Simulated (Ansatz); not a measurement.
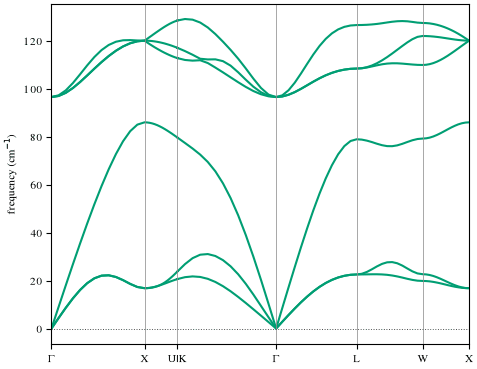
Phonon dispersion of HgTe (zinc blende, space group No. 216), plane-wave PAW PBE (Ansatz code); imaginary frequencies are drawn negative

Question: Is this phase dynamically stable?

Answer: Yes, on this path no branch is imaginary.

Question: How high does the spectrum reach?

Answer: About 130 cm⁻¹ (3.9 THz).

Space group F-43m (zinc blende). Symmetry was held in the PBE relaxation. As this level gives no gap, phonon frequencies hold no LO–TO term and depend on the k-mesh and smearing (Fermi–Dirac, 0.1 eV here). Scalar-relativistic: spin–orbit coupling is off unless named, which matters more the heavier the elements.

Potentials: the later of the program's two PAW sets.
